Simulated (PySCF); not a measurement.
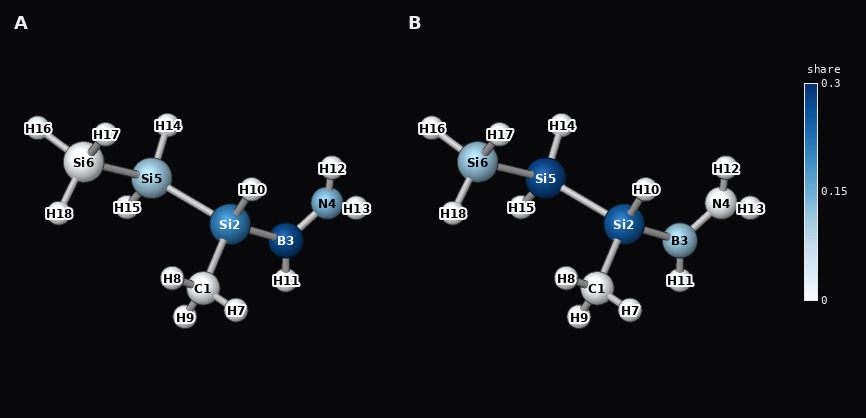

Each panel colours the atoms by their Löwdin share in one orbital (up to four of the largest shares; other atoms are shown as zero). Computed geometry: GFN2-xTB optimisation. No frequency run is at hand to confirm it as a minimum. Level of theory: CAM-B3LYP/def2-SVPD (PySCF 2.14.0).

The panels show the HOMO, LUMO, in some order. Which is which?

Answer. A: LUMO, 0.02 eV; B3 0.27, Si2 0.21, N4 0.14, Si5 0.11
B: HOMO, −8.75 eV; Si5 0.27, Si2 0.25, B3 0.12, Si6 0.12

The geometry is semi-empirical. Around B, Si such bond lengths and angles can be off by a tenth of an ångström or more and by several degrees, and values that hang on the shape move with them.
